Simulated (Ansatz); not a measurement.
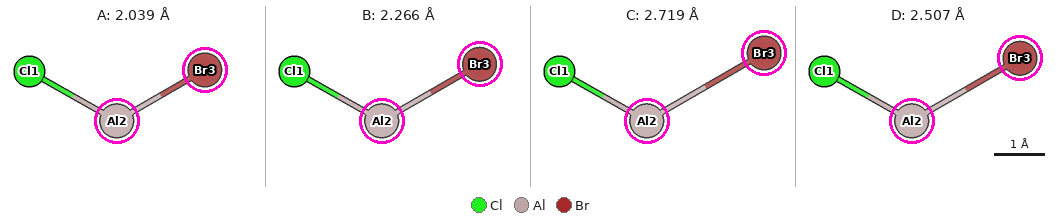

AlBrCl (multiplicity 2): the Al2–Br3 distance is varied, with the rest of the molecule carried along rigidly. Style: ball-and-stick. Shown at a tilt. The ringed atoms are those of the scanned coordinate.

Single-point energies from Ansatz with CCSD(T) in the def2-TZVPP basis, on geometries moved rigidly from the minimum at PBE0-D4/def2-TZVP. Coupled cluster with a frozen core. Energies are counted from the PBE0-D4/def2-TZVP minimum geometry at the same level.

**Order these geometries by energy, lowest first.**

Lowest first: B (the distance 2.266 Å, 0.0 kJ/mol), D (the distance 2.507 Å, 25.6 kJ/mol), A (the distance 2.039 Å, 45.0 kJ/mol), C (the distance 2.719 Å, 70.1 kJ/mol). Over the whole scan: the lowest computed point lies at the distance 2.266 Å (0.0 kJ/mol). The end points stand at 45.0 kJ/mol (2.039 Å) and 70.1 kJ/mol (2.719 Å). The curvature at the lowest point is about 13 eV/Å² (2.1 mdyn/Å). The well is steeper on the short side, as for any bond.
